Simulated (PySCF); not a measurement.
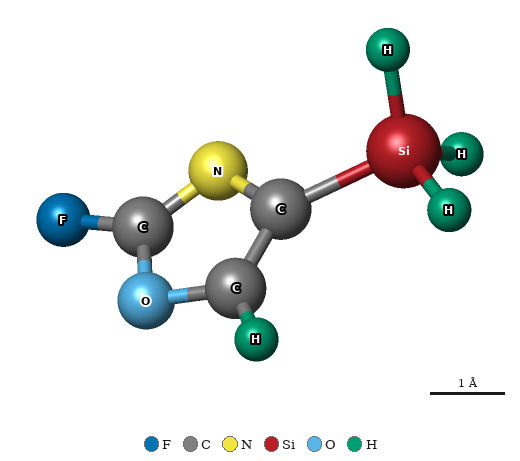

The structure as given in the input (ball-and-stick view, seen at a tilt).

## Run report: C3H4FNOSi, NMR shielding calculation

C3H4FNOSi, computed with GIAO PBE0/pcSseg-1 NMR shielding, non-relativistic, gas phase (PySCF 2.14.0).

The geometry comes from this level: GFN2-xTB. Figures and captions count atoms from 1; the log counts them from 0 in places.

**Input**
```
{"job": {"xc": "PBE0", "basis": "pcSseg-1", "kind": "nmr", "pop": true}, "charge": 0, "multiplicity": 1}
F      3.147521     0.924143     0.619428
C      1.982029     0.403363     0.316663
N      0.838500     0.958634     0.453014
C     -0.058600     0.010659    -0.002733
Si    -1.903264     0.359423    -0.005161
C      0.659168    -1.076136    -0.388643
O      1.982520    -0.831023    -0.185541
H     -2.333461     0.612787     1.368047
H     -2.535924    -0.847721    -0.542765
H     -2.159670     1.514873    -0.862024
H      0.386606    -2.026330    -0.796248
```

The first line tells a small driver script what to run in PySCF; the rest is the geometry in Å.

Run on 1 CPU thread, shared host.

Command:
```bash
OMP_NUM_THREADS=1 python <driver script> task.json out
```

**The program's output**
```
coarse grid: 10600 points
cycle   1  E = -635.3203049477  dE =  1.369e+00  |g| = 6.789e-01  |ddm| = 3.172e+00
cycle   2  E = -635.2131497989  dE =  1.072e-01  |g| = 1.029e+00  |ddm| = 9.622e-01
cycle   3  E = -635.4077174494  dE = -1.946e-01  |g| = 1.075e-01  |ddm| = 6.181e-01
cycle   4  E = -635.4088032462  dE = -1.086e-03  |g| = 7.837e-02  |ddm| = 1.231e-01
cycle   5  E = -635.4100142633  dE = -1.211e-03  |g| = 1.247e-02  |ddm| = 5.771e-02
cycle   6  E = -635.4100398770  dE = -2.561e-05  |g| = 6.228e-03  |ddm| = 1.311e-02
cycle   7  E = -635.4100478934  dE = -8.016e-06  |g| = 8.830e-04  |ddm| = 5.076e-03
final grid: 100848 points
cycle   8  E = -635.4654659959  dE = -1.808e-05  |g| = 9.675e-03  |ddm| = 1.971e-02
cycle   9  E = -635.4654293725  dE =  3.662e-05  |g| = 1.699e-02  |ddm| = 1.498e-02
cycle  10  E = -635.4654818846  dE = -5.251e-05  |g| = 1.783e-03  |ddm| = 1.057e-02
cycle  11  E = -635.4654826134  dE = -7.288e-07  |g| = 3.423e-04  |ddm| = 1.573e-03
cycle  12  E = -635.4654826356  dE = -2.219e-08  |g| = 9.030e-05  |ddm| = 2.943e-04
cycle  13  E = -635.4654826373  dE = -1.761e-09  |g| = 2.758e-05  |ddm| = 9.083e-05
cycle  14  E = -635.4654826375  dE = -1.148e-10  |g| = 1.190e-05  |ddm| = 2.158e-05
```

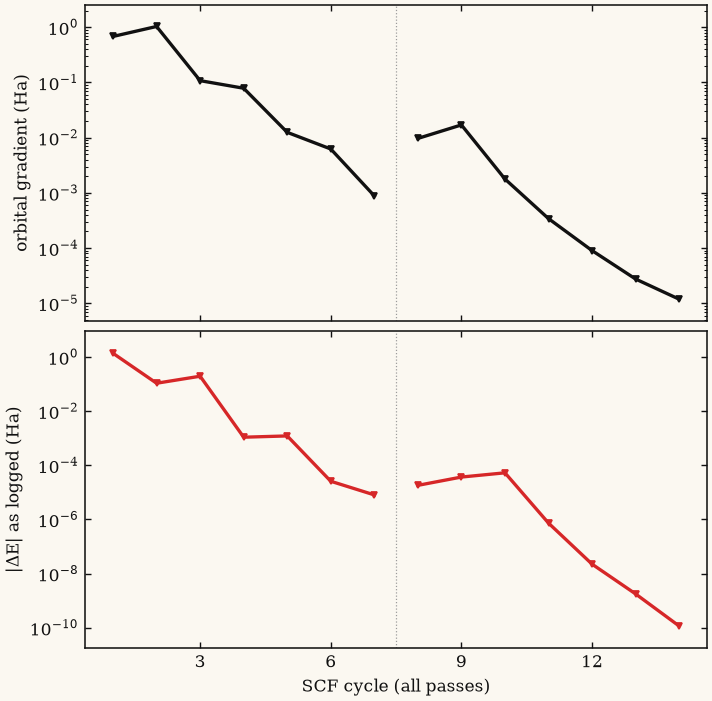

Convergence of the self-consistent field: orbital gradient and size of the energy change against the SCF cycle. The dotted line marks the change from a coarse to the final integration grid. The first 7 cycles use a coarse grid, the final grid takes over at cycle 8, and the field converges after 14 cycles in all.

```
converged SCF energy = -635.4654826375

GIAO shielding tensors (ppm)
atom      isotropic    diamagn.    paramagn.     s11        s22        s33       span
  0 F      275.937     468.320    -192.382    154.517    333.709    339.587    185.070
  1 C       18.567     255.769    -237.202    -55.218     35.174     75.744    130.961
  2 N       11.622     329.870    -318.248   -181.936    -14.190    230.993    412.929
  3 C       48.395     256.302    -207.908    -34.822     43.902    136.105    170.927
  4 Si     433.323     880.155    -446.832    415.804    426.384    457.780     41.976
  5 C       38.909     256.950    -218.041    -50.732     65.669    101.789    152.520
  6 O       40.451     399.759    -359.308    -86.101      5.353    202.102    288.204
  7 H       27.213      28.388      -1.175     23.879     25.453     32.308      8.429
  8 H       27.437      29.036      -1.599     23.927     26.306     32.078      8.151
  9 H       27.213      28.386      -1.173     23.881     25.449     32.309      8.428
 10 H       24.239      32.099      -7.859     21.647     24.711     26.360      4.713
```

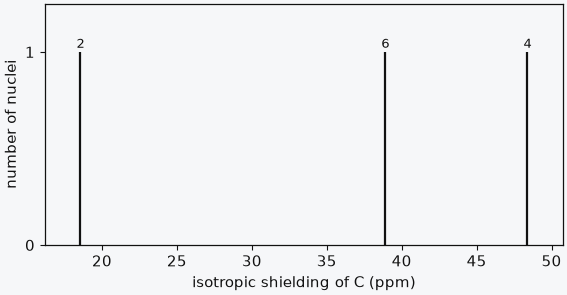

Isotropic shieldings of the carbon nuclei in this fixed geometry, labelled by atom number; shielding grows to the right, so chemical shift grows to the left. The least shielded is C2 (18.6 ppm), the most shielded C4 (48.4 ppm).

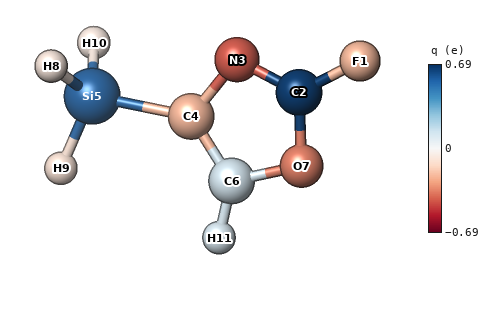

Mulliken charges, as the colour of each atom (ball-and-stick view, seen at an oblique angle; atoms are numbered from 1 in the order of the input). By element: F −0.22, C −0.23 to +0.66, N −0.43, Si +0.58, O −0.35 and H −0.11 to +0.12 e.

**Results in brief**

| quantity | value |
| --- | --- |
| outcome | converged |
| total energy | −635.465483 hartree |
| HOMO | −7.49 eV |
| LUMO | −0.37 eV |
| dipole moment | 2.31 D |
| isotropic shielding, F | 275.9 ppm |
| isotropic shielding, C | 18.6 to 48.4 ppm |
| isotropic shielding, N | 11.6 ppm |
| isotropic shielding, Si | 433.3 ppm |
| isotropic shielding, O | 40.5 ppm |
| wall time | 20 s |
| peak memory | 0.8 GiB |
